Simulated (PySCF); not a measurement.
# C5H8NPSi: magnetic properties

Aim: compute the magnetic properties of C5H8NPSi (`Cc1cncpc1[SiH3]`).

Programs: PySCF 2.14.0, with routines of our own; each step states its level. All values are computed. Atoms count from 0.

### 1 The starting structure

16 atoms, charge 0, multiplicity 1; geometry from: GFN2-xTB.

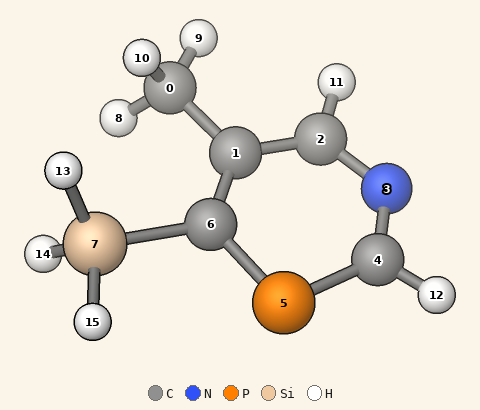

The starting geometry (carbon grey, nitrogen blue, phosphorus orange, silicon light orange, hydrogen white).

### 2 Magnetic properties: GIAO B97-2/pcSseg-1

The job: settings as JSON, then the geometry in Å.

```
{"job": {"kind": "mag", "xc": "B97-2", "basis": "pcSseg-1", "isotopologues": 2}, "charge": 0, "multiplicity": 1}
C     -0.606111     1.728273     0.152077
C      0.312615     0.547468     0.060615
C      1.687616     0.773671     0.120433
N      2.641001    -0.135549     0.064427
C      2.365616    -1.409244    -0.062325
P      0.794141    -2.155401    -0.182162
C     -0.217310    -0.731339    -0.076798
Si    -2.086947    -1.045619    -0.168362
H     -1.274463     1.758810    -0.706500
H     -0.041635     2.657205     0.189526
H     -1.220586     1.659699     1.048585
H      2.051192     1.790573     0.223453
H      3.233914    -2.061732    -0.096322
H     -2.733487    -0.492846     1.025629
H     -2.624286    -0.384372    -1.362085
H     -2.288870    -2.490652    -0.241603
```

With the program's defaults for keys left out, this is: GIAO B97-2/pcSseg-1 magnetisability, rotational g tensor and spin-rotation constants, non-relativistic, gas phase.

Launch:

```sh
OMP_NUM_THREADS=1 python excited_run.py task.json out
```

The driver reads the jobs from task.json and runs them one after another.

Log:

```text
coarse grid: 14704 points
cycle   1  E = -880.7381051290  dE =  1.083e+00  |g| = 3.365e-01  |ddm| = 3.990e+00
cycle   2  E = -880.7229541968  dE =  1.515e-02  |g| = 4.202e-01  |ddm| = 8.865e-01
cycle   3  E = -880.7664744714  dE = -4.352e-02  |g| = 8.927e-02  |ddm| = 5.588e-01
cycle   4  E = -880.7683967114  dE = -1.922e-03  |g| = 3.633e-02  |ddm| = 1.518e-01
cycle   5  E = -880.7687376704  dE = -3.410e-04  |g| = 1.286e-02  |ddm| = 4.717e-02
cycle   6  E = -880.7687780212  dE = -4.035e-05  |g| = 3.482e-03  |ddm| = 1.512e-02
cycle   7  E = -880.7687810984  dE = -3.077e-06  |g| = 7.366e-04  |ddm| = 4.358e-03
final grid: 133864 points
cycle   8  E = -880.8020764561  dE = -6.393e-05  |g| = 3.563e-03  |ddm| = 4.178e-02
cycle   9  E = -880.8020758598  dE =  5.962e-07  |g| = 2.993e-03  |ddm| = 5.528e-03
cycle  10  E = -880.8020775525  dE = -1.693e-06  |g| = 1.407e-03  |ddm| = 4.267e-03
cycle  11  E = -880.8020780357  dE = -4.832e-07  |g| = 5.170e-04  |ddm| = 1.924e-03
cycle  12  E = -880.8020781080  dE = -7.232e-08  |g| = 8.604e-05  |ddm| = 6.144e-04
cycle  13  E = -880.8020781094  dE = -1.383e-09  |g| = 4.281e-05  |ddm| = 1.118e-04
cycle  14  E = -880.8020781098  dE = -4.379e-10  |g| = 1.019e-05  |ddm| = 4.496e-05
converged SCF energy = -880.8020781098

Magnetisability tensor (1e-30 J/T^2)
    -1038.55       11.56       33.44
       11.56     -956.00      109.85
       33.44      109.85    -2091.13
isotropic -1361.89   principal values   -2102.64  -1039.86   -943.18
isotropic susceptibility -82.015 1e-6 cm^3/mol

Inertial axes            a          b          c
rot. const./GHz      2.1553     1.3394     0.8382
chi total           -62.527    -56.895   -126.624
chi diamagnetic    -681.942  -1011.529  -1541.462
chi paramagnetic    619.415    954.634   1414.838
quadrupole/D A       -3.176      4.467     -1.291
g nuclear            0.5779     0.5637     0.5628
g electronic        -0.6272    -0.6007    -0.5572
g total             -0.0493    -0.0370     0.0056

Spin-rotation constants (kHz, H = +C I.J)
atom  isotope        aa         bb         cc
  3    14N        0.509      0.442      0.001
  5    31P        5.954      3.617      0.882
  8     1H       -0.110     -0.136     -0.022
  9     1H       -0.176      0.017     -0.097
 10     1H       -0.145     -0.136     -0.007
 11     1H       -0.181      0.143     -0.073
 12     1H        0.124     -0.007     -0.073
 13     1H       -0.131     -0.095     -0.004
 14     1H       -0.138     -0.106      0.006
 15     1H       -0.176      0.054     -0.081
  0    13C*       0.320      0.184      0.141
  1    13C*       0.983      0.589      0.076
  2    13C*       0.807      0.634      0.144
  4    13C*       1.045      0.739      0.125
  6    13C*       1.294      0.653      0.064
  7   29Si*      -1.107     -0.706     -0.486
* in the singly substituted isotopologue

Isotopologues: g along a, b, c
2H    at 8,9,10,11,12,1    -0.0427    -0.0331     0.0049
13C   at 0                 -0.0483    -0.0369     0.0056
```

Wall time 36 s (1 thread of Arm Neoverse V1, shared host); peak memory 0.9 GiB.

Key values:

```csv
quantity,value
magnetisability,-1362·10⁻³⁰ J/T²
molar susceptibility,-82.0·10⁻⁶ cm³/mol
"rotational g (a, b, c)","-0.0493, -0.0370, 0.0056"
```

### 3 Magnetic properties: GIAO PBE0/6-31G

The job, as its differences from that of step 2:

```diff
@@ -1,2 +1,2 @@
-{"job": {"kind": "mag", "xc": "B97-2", "basis": "pcSseg-1", "isotopologues": 2}, "charge": 0, "multiplicity": 1}
+{"job": {"kind": "mag", "xc": "PBE0", "basis": "6-31G", "scf": {"guess": "atom"}}, "charge": 0, "multiplicity": 1}
 C     -0.606111     1.728273     0.152077
```

With the program's defaults for keys left out, this is: GIAO PBE0/6-31G magnetisability, rotational g tensor and spin-rotation constants, non-relativistic, gas phase.

Log:

```text
final grid: 133864 points
cycle   1  E = -879.9544344855  dE =  2.521e+00  |g| = 9.296e-01  |ddm| = 4.514e+00
cycle   2  E = -879.7093401133  dE =  2.451e-01  |g| = 1.262e+00  |ddm| = 2.705e+00
cycle   3  E = -880.1785427362  dE = -4.692e-01  |g| = 2.161e-01  |ddm| = 2.246e+00
cycle   4  E = -880.1934742212  dE = -1.493e-02  |g| = 7.217e-02  |ddm| = 4.433e-01
cycle   5  E = -880.1947622547  dE = -1.288e-03  |g| = 2.944e-02  |ddm| = 1.145e-01
cycle   6  E = -880.1949984558  dE = -2.362e-04  |g| = 5.225e-03  |ddm| = 3.975e-02
cycle   7  E = -880.1950056814  dE = -7.226e-06  |g| = 1.942e-03  |ddm| = 9.627e-03
cycle   8  E = -880.1950067241  dE = -1.043e-06  |g| = 6.963e-04  |ddm| = 3.655e-03
cycle   9  E = -880.1950068565  dE = -1.325e-07  |g| = 2.434e-04  |ddm| = 1.199e-03
cycle  10  E = -880.1950068758  dE = -1.927e-08  |g| = 9.060e-05  |ddm| = 4.700e-04
cycle  11  E = -880.1950068782  dE = -2.435e-09  |g| = 1.830e-05  |ddm| = 1.467e-04
cycle  12  E = -880.1950068784  dE = -1.191e-10  |g| = 9.709e-06  |ddm| = 4.771e-05
converged SCF energy = -880.1950068784

Magnetisability tensor (1e-30 J/T^2)
    -1120.14       -2.59       34.04
       -2.59    -1014.82      117.34
       34.04      117.34    -2238.35
isotropic -1457.77   principal values   -2250.53  -1119.11  -1003.67
isotropic susceptibility -87.789 1e-6 cm^3/mol

Inertial axes            a          b          c
rot. const./GHz      2.1553     1.3394     0.8382
chi total           -67.392    -60.445   -135.530
chi diamagnetic    -681.991  -1010.932  -1541.853
chi paramagnetic    614.600    950.486   1406.323
quadrupole/D A       -3.004      3.542     -0.538
g nuclear            0.5779     0.5637     0.5628
g electronic        -0.6223    -0.5981    -0.5538
g total             -0.0444    -0.0344     0.0090

Spin-rotation constants (kHz, H = +C I.J)
atom  isotope        aa         bb         cc
  3    14N        0.472      0.435     -0.006
  5    31P        5.516      3.298      0.689
  8     1H       -0.121     -0.148     -0.027
  9     1H       -0.191      0.006     -0.101
 10     1H       -0.156     -0.148     -0.012
 11     1H       -0.191      0.137     -0.080
 12     1H        0.115     -0.005     -0.077
 13     1H       -0.154     -0.107     -0.013
 14     1H       -0.162     -0.118     -0.003
 15     1H       -0.202      0.040     -0.087
  0    13C*       0.273      0.152      0.125
  1    13C*       0.895      0.527      0.056
  2    13C*       0.743      0.577      0.115
  4    13C*       0.970      0.701      0.097
  6    13C*       1.210      0.606      0.051
  7   29Si*      -0.931     -0.602     -0.423
* in the singly substituted isotopologue
```

Wall time 18 s (1 thread of Arm Neoverse V1, shared host); peak memory 0.56 GiB.

From this job:

| quantity | value |
| --- | --- |
| magnetisability | -1458·10⁻³⁰ J/T² |
| molar susceptibility | -87.8·10⁻⁶ cm³/mol |
| rotational g (a, b, c) | -0.0444, -0.0344, 0.0090 |

### 4 Magnetic properties side by side

| level | ξ (10⁻³⁰ J/T²) | g(a) | g(b) | gap (eV) | functions | time |
| --- | --- | --- | --- | --- | --- | --- |
| GIAO B97-2/pcSseg-1 | -1362 | -0.0493 | -0.0370 | 4.74 | 190 | 36 s |
| GIAO PBE0/6-31G | -1458 | -0.0444 | -0.0344 | 4.93 | 96 | 18 s |

### 5 Results

| quantity | value |
| --- | --- |
| magnetisability (step 2, GIAO B97-2/pcSseg-1) | -1362·10⁻³⁰ J/T² |
| molar susceptibility (step 2, GIAO B97-2/pcSseg-1) | -82.0·10⁻⁶ cm³/mol |
| rotational g (a, b, c) (step 2, GIAO B97-2/pcSseg-1) | -0.0493, -0.0370, 0.0056 |
| magnetisability over the levels | -1458 to -1362·10⁻³⁰ J/T² |

The magnetisability spreads by 6.8 % over 2 levels, from GIAO PBE0/6-31G (18 s) to GIAO B97-2/pcSseg-1 (36 s); the runs took 18 s to 36 s. Two levels can agree by chance, so this spread shows no convergence. Vibrational averaging and real surroundings are missing from these values.
